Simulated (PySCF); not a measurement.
**[Gd(NO2)]2+: how settings move a single point**

Aim: repeat the single point on relaxed [Gd(NO2)]2+ with altered settings, some of them bad on purpose. The species was built from a template and needn't be a known compound.

Method: B3LYP, Gd lcecp-1-SVP with ECP53, O def2-SVP, N def2-SVP; scalar-relativistic core potentials, no spin–orbit coupling; program: PySCF 2.14.0.

1 further run of the same task is left out (for a known fault of the program).

### Step 1. The starting structure

4 atoms, charge 2, spin multiplicity 1.

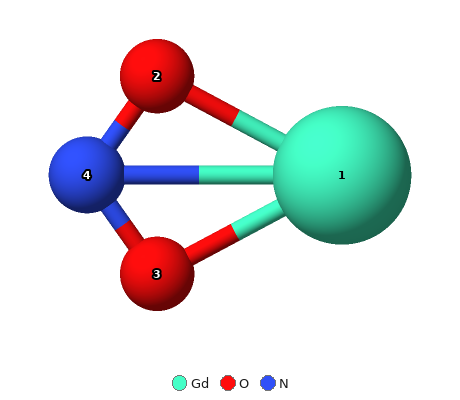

The geometry (gadolinium teal, oxygen red, nitrogen blue); atoms are numbered from 1 in the order of the file.

As a file:

```xyz
4

Gd    0.00000    0.00000   -0.34767
O     1.04414    0.00000    1.59889
O    -1.04414    0.00000    1.59889
N     0.00000    0.00000    2.33645
```

Formal oxidation states: Gd +3. Each metal's 7 4f electrons lie in its core potential, so multiplicities, spins and levels count the valence alone. An earlier session relaxed this geometry at B3LYP, Gd lcecp-1-SVP with ECP53, O def2-SVP, N def2-SVP (singlet, point group C2v).

The sound run used a (50, 194) grid (finer on f atoms), a threshold of 1e-8 and at most 55 cycles, and ended at -240.177707 Eh.

### Step 2. Altered run 1

run.py (the lines that set the calculation) reads:

```python
mol = gto.M(atom='''
Gd     0.00000     0.00000    -0.38939
O      1.16943     0.00000     1.79076
O     -1.16943     0.00000     1.79076
N      0.00000     0.00000     2.61682''',
    basis={'Gd': 'lcecp-1-SVP', 'O': 'def2-SVP', 'N': 'def2-SVP'},
    ecp={'Gd': 'lcecp-1-SVP'},
    charge=2, spin=0)
mf = dft.RKS(mol, xc='B3LYP')
mf.grids.atom_grid = (50, 194)  # f atoms: unpruned, at least (60, 302)
mf = mf.density_fit()  # fitting sets: Gd AutoAux, O def2-universal-JKFIT, N def2-universal-JKFIT
mf.conv_tol = 1e-08; mf.max_cycle = 55
mf.kernel(dm0)  # dm0: free metal ions and neutral atoms
```

Run with:

```console
$ OMP_NUM_THREADS=2 python run.py
```

The log of the run:

```text
init E= -234.99822229819
  HOMO = -0.949026713414899  LUMO = -0.793298343415771  gap/eV = 4.23758
cycle= 1 E= -239.100686655876  delta_E= -4.1  |g|= 2.23  |ddm|= 2.51
  HOMO = -0.621684214943968  LUMO = -0.611293535534961  gap/eV = 0.28274
cycle= 2 E= -224.845638163278  delta_E= 14.3  |g|= 5.92  |ddm|= 5.98
  HOMO = -0.757958525533794  LUMO = -0.642478955686883  gap/eV = 3.14236
cycle= 3 E= -239.859966156985  delta_E=  -15  |g|= 0.957  |ddm|= 5.53
  HOMO = -0.619169520588784  LUMO = -0.599034722607113  gap/eV = 0.54790
cycle= 4 E= -237.088767307973  delta_E= 2.77  |g|= 3.05  |ddm|= 3.48
  HOMO = -0.679406546608185  LUMO = -0.547854129327237  gap/eV = 3.57972
cycle= 5 E= -240.113040219052  delta_E= -3.02  |g|= 0.124  |ddm|= 3.01
  HOMO = -0.698836543533265  LUMO = -0.563601348167262  gap/eV = 3.67994
cycle= 6 E= -240.116609124146  delta_E= -0.00357  |g|= 0.0476  |ddm|= 0.212
  HOMO = -0.698437979434361  LUMO = -0.553856925999666  gap/eV = 3.93425
cycle= 7 E= -240.117168959954  delta_E= -0.00056  |g|= 0.00785  |ddm|= 0.0511
  HOMO = -0.699814402319982  LUMO = -0.553903442207175  gap/eV = 3.97044
cycle= 8 E= -240.117189362045  delta_E= -2.04e-05  |g|= 0.00127  |ddm|= 0.0098
  HOMO = -0.699863199126158  LUMO = -0.553850795001679  gap/eV = 3.97320
cycle= 9 E= -240.117189929472  delta_E= -5.67e-07  |g|= 0.000461  |ddm|= 0.00234
  HOMO = -0.699813373912815  LUMO = -0.553836319048469  gap/eV = 3.97224
cycle= 10 E= -240.117189981905  delta_E= -5.24e-08  |g|= 9.3e-05  |ddm|= 0.000498
  HOMO = -0.699805723646767  LUMO = -0.55383994419471  gap/eV = 3.97193
cycle= 11 E= -240.117189984938  delta_E= -3.03e-09  |g|= 1.43e-05  |ddm|= 0.000172
  HOMO = -0.699802860827084  LUMO = -0.553841697459535  gap/eV = 3.97181
Extra cycle  E= -240.117189984883  delta_E= 5.43e-11  |g|= 2.37e-05  |ddm|= 5.71e-05
converged SCF energy = -240.117189984883
```

Wall time 2.4 s (2 threads of Intel Xeon Platinum 8488C (Sapphire Rapids), shared host).

Changed: the scale of all coordinates (1.12). It converges in 11 cycles, +1.647 eV from the sound run, with a largest force component of 5.89 eV/Å. The setting is unsound, so these numbers aren't the compound's.

### Step 3. Altered run 2

run.py (the lines that set the calculation) reads:

```python
mol = gto.M(atom='''
Gd     0.00000     0.00000    -0.34767
O      1.04414     0.00000     1.59889
O     -1.04414     0.00000     1.59889
N      0.00000     0.00000     2.33645''',
    basis={'Gd': 'lcecp-1-SVP', 'O': 'def2-SVP', 'N': 'def2-SVP'},
    ecp={'Gd': 'lcecp-1-SVP'},
    charge=2, spin=0)
mf = dft.RKS(mol, xc='B3LYP')
mf.grids.atom_grid = (50, 194)  # f atoms: unpruned, at least (60, 302)
mf = mf.density_fit()  # fitting sets: Gd AutoAux, O def2-universal-JKFIT, N def2-universal-JKFIT
mf.conv_tol = 0.001; mf.max_cycle = 55
mf.kernel(dm0)  # dm0: free metal ions and neutral atoms
```

Run with:

```console
$ OMP_NUM_THREADS=2 python run.py
```

The log of the run:

```text
init E= -235.455794380592
  HOMO = -0.962187703423524  LUMO = -0.81522595277519  gap/eV = 3.99903
cycle= 1 E= -239.394202887202  delta_E= -3.94  |g|= 1.97  |ddm|=  2.7
  HOMO = -0.600764340945378  LUMO = -0.593966643596098  gap/eV = 0.18497
cycle= 2 E= -228.275055460868  delta_E= 11.1  |g|= 5.39  |ddm|= 5.71
  HOMO = -0.784135130170895  LUMO = -0.627901865664541  gap/eV = 4.25132
cycle= 3 E= -240.00935719215  delta_E= -11.7  |g|= 0.753  |ddm|= 5.38
  HOMO = -0.613181808285816  LUMO = -0.568709547829246  gap/eV = 1.21015
cycle= 4 E= -239.998452859986  delta_E= 0.0109  |g|= 0.826  |ddm|= 1.87
  HOMO = -0.712976717072994  LUMO = -0.560869818651306  gap/eV = 4.13904
cycle= 5 E= -240.175882627235  delta_E= -0.177  |g|= 0.0858  |ddm|= 0.985
  HOMO = -0.702301559183365  LUMO = -0.550837193961992  gap/eV = 4.12156
cycle= 6 E= -240.177648029401  delta_E= -0.00177  |g|= 0.0141  |ddm|= 0.0978
  HOMO = -0.703924557848207  LUMO = -0.551481522066025  gap/eV = 4.14819
cycle= 7 E= -240.177703315605  delta_E= -5.53e-05  |g|= 0.00326  |ddm|= 0.0232
  HOMO = -0.704669908817923  LUMO = -0.551831865065243  gap/eV = 4.15894
Extra cycle  E= -240.177705517052  delta_E= -2.2e-06  |g|= 0.00252  |ddm|= 0.00818
converged SCF energy = -240.177705517052
```

Run time: 2.5 s. Hardware: 2 threads of Intel Xeon Platinum 8488C (Sapphire Rapids), shared host.

Changed: the SCF threshold (0.001). It converges in 7 cycles, at the sound run's energy within 0.001 eV, with a largest force component of 0.01 eV/Å. The result survives the change.

### Step 4. Altered run 3

Changes to run.py (the lines that set the calculation) since step 3:

```diff
@@ -3,3 +3,3 @@
 O      1.04414     0.00000     1.59889
-O     -1.04414     0.00000     1.59889
+O     -0.37815     0.00000     0.35731
 N      0.00000     0.00000     2.33645''',
@@ -11,3 +11,3 @@
 mf = mf.density_fit()  # fitting sets: Gd AutoAux, O def2-universal-JKFIT, N def2-universal-JKFIT
-mf.conv_tol = 0.001; mf.max_cycle = 55
+mf.conv_tol = 1e-08; mf.max_cycle = 63
 mf.kernel(dm0)  # dm0: free metal ions and neutral atoms
```

Run with:

```console
$ OMP_NUM_THREADS=2 python run.py
```

The log of the run:

```text
init E= -230.949470832124
  HOMO = -0.831761705792431  LUMO = -0.805429024965324  gap/eV = 0.71655
cycle= 1 E= -233.002045066362  delta_E= -2.05  |g|= 2.53  |ddm|=  4.9
  HOMO = -0.564499055931643  LUMO = -0.560039121138558  gap/eV = 0.12136
cycle= 2 E= -226.339222479212  delta_E= 6.66  |g|= 5.24  |ddm|=  6.8
  HOMO = -0.772453100421362  LUMO = -0.716025144949985  gap/eV = 1.53548
cycle= 3 E= -233.58334600662  delta_E= -7.24  |g|= 1.41  |ddm|= 5.07
  HOMO = -0.688156750905904  LUMO = -0.610205530784951  gap/eV = 2.12116
cycle= 4 E= -233.55309249924  delta_E= 0.0303  |g|= 1.28  |ddm|= 3.42
  HOMO = -0.691233961263528  LUMO = -0.629538892224311  gap/eV = 1.67881
cycle= 5 E= -233.852557094741  delta_E= -0.299  |g|= 1.02  |ddm|= 2.86
  HOMO = -0.666823867002329  LUMO = -0.61474605048382  gap/eV = 1.41711
cycle= 6 E= -234.043477725874  delta_E= -0.191  |g|= 0.464  |ddm|= 1.89
  HOMO = -0.681604079786695  LUMO = -0.615587743361756  gap/eV = 1.79640
cycle= 7 E= -234.12213542565  delta_E= -0.0787  |g|= 0.0418  |ddm|= 0.861
  HOMO = -0.68687156871443  LUMO = -0.614154646688484  gap/eV = 1.97873
cycle= 8 E= -234.122625727761  delta_E= -0.00049  |g|= 0.014  |ddm|= 0.0735
  HOMO = -0.6865514461164  LUMO = -0.613474287372249  gap/eV = 1.98853
cycle= 9 E= -234.122664963355  delta_E= -3.92e-05  |g|= 0.00387  |ddm|= 0.0173
  HOMO = -0.686460636969883  LUMO = -0.613305545781558  gap/eV = 1.99065
cycle= 10 E= -234.122666749853  delta_E= -1.79e-06  |g|= 0.00207  |ddm|= 0.0043
  HOMO = -0.686474874156112  LUMO = -0.613350855239889  gap/eV = 1.98981
cycle= 11 E= -234.122667952391  delta_E= -1.2e-06  |g|= 0.000846  |ddm|= 0.00221
  HOMO = -0.686451643920968  LUMO = -0.613341435529631  gap/eV = 1.98943
cycle= 12 E= -234.122668172746  delta_E= -2.2e-07  |g|= 0.000225  |ddm|= 0.000949
  HOMO = -0.686448870789462  LUMO = -0.613342244524341  gap/eV = 1.98933
cycle= 13 E= -234.122668189256  delta_E= -1.65e-08  |g|= 4.26e-05  |ddm|= 0.0003
  HOMO = -0.68644798163723  LUMO = -0.613341620978088  gap/eV = 1.98933
cycle= 14 E= -234.122668189895  delta_E= -6.38e-10  |g|= 1.56e-06  |ddm|= 7.06e-05
  HOMO = -0.686448014464307  LUMO = -0.613341682620774  gap/eV = 1.98932
Extra cycle  E= -234.122668189883  delta_E= 1.16e-11  |g|= 6.59e-06  |ddm|= 1.12e-05
converged SCF energy = -234.122668189883
```

Run time: 2.7 s. Hardware: 2 threads of Intel Xeon Platinum 8488C (Sapphire Rapids), shared host.

Changed: one atom's place (atom 3 put 0.8 Å from the metal); the cycle limit is 63. It converges in 14 cycles, +164.766 eV from the sound run, with a largest force component of 736.84 eV/Å. The setting is unsound, so these numbers aren't the compound's.

### Step 5. Altered run 4

run.py (the lines that set the calculation) reads:

```python
mol = gto.M(atom='''
Gd     0.00000     0.00000    -0.34767
O      1.04414     0.00000     1.59889
O     -1.04414     0.00000     1.59889
N      0.00000     0.00000     2.33645''',
    basis={'Gd': 'lcecp-1-SVP', 'O': 'def2-SVP', 'N': 'def2-SVP'},
    ecp={'Gd': 'lcecp-1-SVP'},
    charge=2, spin=0)
mf = dft.RKS(mol, xc='B3LYP')
mf.grids.atom_grid = (50, 194)  # f atoms: unpruned, at least (60, 302)
mf = mf.density_fit()  # fitting sets: Gd AutoAux, O def2-universal-JKFIT, N def2-universal-JKFIT
mf.conv_tol = 1e-08; mf.max_cycle = 55
mf.kernel(dm0)  # dm0: smeared density
```

Run with:

```console
$ OMP_NUM_THREADS=2 python run.py
```

The log of the run:

```text
init E= -240.132371649792
  HOMO = -0.714090434035874  LUMO = -0.554443424927956  gap/eV = 4.34422
cycle= 1 E= -240.174093970753  delta_E= -0.0417  |g|= 0.102  |ddm|= 0.227
  HOMO = -0.679450239200577  LUMO = -0.558650930348955  gap/eV = 3.28712
cycle= 2 E= -240.165715194586  delta_E= 0.00838  |g|= 0.205  |ddm|= 0.43
  HOMO = -0.702785066122338  LUMO = -0.552500149664113  gap/eV = 4.08946
cycle= 3 E= -240.177661189457  delta_E= -0.0119  |g|= 0.0141  |ddm|= 0.256
  HOMO = -0.704337069337662  LUMO = -0.552141621584391  gap/eV = 4.14145
cycle= 4 E= -240.177688999751  delta_E= -2.78e-05  |g|= 0.0099  |ddm|= 0.0167
  HOMO = -0.704214999272562  LUMO = -0.551656337028061  gap/eV = 4.15133
cycle= 5 E= -240.177707242681  delta_E= -1.82e-05  |g|= 0.000645  |ddm|= 0.0065
  HOMO = -0.704326326769468  LUMO = -0.55170666828297  gap/eV = 4.15299
cycle= 6 E= -240.177707327899  delta_E= -8.52e-08  |g|= 5.25e-05  |ddm|= 0.000652
  HOMO = -0.704323346805648  LUMO = -0.55169849131218  gap/eV = 4.15313
cycle= 7 E= -240.177707328733  delta_E= -8.35e-10  |g|= 1.67e-05  |ddm|= 0.000113
  HOMO = -0.704323014567958  LUMO = -0.551699090278717  gap/eV = 4.15311
Extra cycle  E= -240.177707328765  delta_E= -3.12e-11  |g|= 1.52e-05  |ddm|= 3.44e-05
converged SCF energy = -240.177707328765
```

Run time: 2.5 s. Hardware: 2 threads of Intel Xeon Platinum 8488C (Sapphire Rapids), shared host.

Changed: the starting guess (smeared density). It converges in 7 cycles, at the sound run's energy within 0.001 eV, with a largest force component of 0.00 eV/Å. The result survives the change.

### Step 6. Altered run 5

Changes to run.py (the lines that set the calculation) since step 5:

```diff
@@ -9,5 +9,5 @@
 mf = dft.RKS(mol, xc='B3LYP')
-mf.grids.atom_grid = (50, 194)  # f atoms: unpruned, at least (60, 302)
+mf.grids.atom_grid = (30, 86)  # f atoms: unpruned
 mf = mf.density_fit()  # fitting sets: Gd AutoAux, O def2-universal-JKFIT, N def2-universal-JKFIT
 mf.conv_tol = 1e-08; mf.max_cycle = 55
-mf.kernel(dm0)  # dm0: smeared density
+mf.kernel(dm0)  # dm0: free metal ions and neutral atoms
```

Run with:

```console
$ OMP_NUM_THREADS=2 python run.py
```

The log of the run:

```text
init E= -235.457285480988
  HOMO = -0.961979196486546  LUMO = -0.815329950899827  gap/eV = 3.99053
cycle= 1 E= -239.395747958891  delta_E= -3.94  |g|= 1.97  |ddm|=  2.7
  HOMO = -0.600772233618335  LUMO = -0.594057941346197  gap/eV = 0.18271
cycle= 2 E= -228.288912460887  delta_E= 11.1  |g|= 5.39  |ddm|=  5.7
  HOMO = -0.784130672682927  LUMO = -0.628132457755147  gap/eV = 4.24493
cycle= 3 E= -240.010097982382  delta_E= -11.7  |g|= 0.753  |ddm|= 5.37
  HOMO = -0.613239693800896  LUMO = -0.568582705746525  gap/eV = 1.21518
cycle= 4 E= -239.999586170007  delta_E= 0.0105  |g|= 0.826  |ddm|= 1.87
  HOMO = -0.712950197624913  LUMO = -0.560982341449554  gap/eV = 4.13526
cycle= 5 E= -240.176574274239  delta_E= -0.177  |g|= 0.0859  |ddm|= 0.983
  HOMO = -0.702260448929493  LUMO = -0.550890930197294  gap/eV = 4.11897
cycle= 6 E= -240.178343369215  delta_E= -0.00177  |g|= 0.0141  |ddm|= 0.0979
  HOMO = -0.703880913798422  LUMO = -0.551537280166744  gap/eV = 4.14548
cycle= 7 E= -240.178398259035  delta_E= -5.49e-05  |g|= 0.00325  |ddm|= 0.0232
  HOMO = -0.704316040044827  LUMO = -0.551820233121801  gap/eV = 4.14962
cycle= 8 E= -240.178402032701  delta_E= -3.77e-06  |g|= 0.000526  |ddm|= 0.00552
  HOMO = -0.704292688485832  LUMO = -0.551737698826077  gap/eV = 4.15123
cycle= 9 E= -240.178402234118  delta_E= -2.01e-07  |g|= 0.000118  |ddm|= 0.00177
  HOMO = -0.704275242522964  LUMO = -0.551748701482757  gap/eV = 4.15046
cycle= 10 E= -240.178402249348  delta_E= -1.52e-08  |g|= 1.74e-05  |ddm|= 0.000568
  HOMO = -0.70427531784204  LUMO = -0.551749274581008  gap/eV = 4.15045
cycle= 11 E= -240.178402249651  delta_E= -3.02e-10  |g|= 2.68e-06  |ddm|= 9.47e-05
  HOMO = -0.704274782605129  LUMO = -0.551749166865003  gap/eV = 4.15043
Extra cycle  E= -240.178402249653  delta_E= -2.22e-12  |g|= 2.59e-06  |ddm|= 7.33e-06
converged SCF energy = -240.178402249653
```

Run time: 2.4 s. Hardware: 2 threads of Intel Xeon Platinum 8488C (Sapphire Rapids), shared host.

Changed: the integration grid, to (30, 86). It converges in 11 cycles, -0.019 eV from the sound run, with a largest force component of 0.20 eV/Å. The setting is unsound, so these numbers aren't the compound's.

### Step 7. Altered run 6

run.py (the lines that set the calculation) reads:

```python
mol = gto.M(atom='''
Gd     0.00000     0.00000    -0.34767
O      1.04414     0.00000     1.59889
O     -1.04414     0.00000     1.59889
N      0.00000     0.00000     2.33645''',
    basis={'Gd': 'lcecp-1-SVP', 'O': 'def2-SVP', 'N': 'def2-SVP'},
    ecp={'Gd': 'lcecp-1-SVP'},
    charge=2, spin=12)
mf = dft.UKS(mol, xc='B3LYP')
mf.grids.atom_grid = (50, 194)  # f atoms: unpruned, at least (60, 302)
mf = mf.density_fit()  # fitting sets: Gd AutoAux, O def2-universal-JKFIT, N def2-universal-JKFIT
mf.conv_tol = 1e-08; mf.max_cycle = 81
mf.kernel(dm0)  # dm0: free metal ions and neutral atoms
```

Run with:

```console
$ OMP_NUM_THREADS=2 python run.py
```

The log of the run:

```text
init E= -237.563705998235
cycle= 1 E= -237.889841877625  delta_E= -0.326  |g|= 0.417  |ddm|= 3.86
cycle= 2 E= -237.922241665242  delta_E= -0.0324  |g|= 0.251  |ddm|= 2.45
cycle= 3 E= -237.959908233973  delta_E= -0.0377  |g|= 0.079  |ddm|= 0.967
cycle= 4 E= -237.964437055345  delta_E= -0.00453  |g|= 0.0347  |ddm|= 0.302
cycle= 5 E= -237.965167697666  delta_E= -0.000731  |g|= 0.00485  |ddm|= 0.126
cycle= 6 E= -237.965196941877  delta_E= -2.92e-05  |g|= 0.00203  |ddm|= 0.0237
cycle= 7 E= -237.965204369596  delta_E= -7.43e-06  |g|= 0.000583  |ddm|= 0.0127
cycle= 8 E= -237.965204892736  delta_E= -5.23e-07  |g|= 0.000122  |ddm|= 0.00384
cycle= 9 E= -237.96520491805  delta_E= -2.53e-08  |g|= 5.46e-05  |ddm|= 0.000664
cycle= 10 E= -237.965204922629  delta_E= -4.58e-09  |g|= 1.49e-05  |ddm|= 0.00024
Extra cycle  E= -237.965204923387  delta_E= -7.57e-10  |g|= 7.1e-06  |ddm|= 0.000104
converged SCF energy = -237.965204923387  <S^2> = 42.007139  2S+1 = 13.001098
```

It took 4.5 s on 2 threads of Intel Xeon Platinum 8488C (Sapphire Rapids), shared host.

Changed: the spin (12 unpaired electrons); the cycle limit is 81. It converges in 10 cycles, +60.205 eV from the sound run, with a largest force component of 54.38 eV/Å. The setting is unsound, so these numbers aren't the compound's.

### Step 8. Side by side

| run | changed | ending | energy change (eV) | cycles | time | usable |
| --- | --- | --- | --- | --- | --- | --- |
| 1 | the scale of all coordinates | converged | +1.647 | 11 | 2.4 s | no |
| 2 | the SCF threshold | converged | 0.000 | 7 | 2.5 s | yes |
| 3 | one atom's place | converged | +164.766 | 14 | 2.7 s | no |
| 4 | the starting guess | converged | 0.000 | 7 | 2.5 s | yes |
| 5 | the integration grid | converged | -0.019 | 11 | 2.4 s | no |
| 6 | the spin | converged | +60.205 | 10 | 4.5 s | no |

2 of 6 altered runs give a usable result. 4 ended normally with numbers unfit to quote.
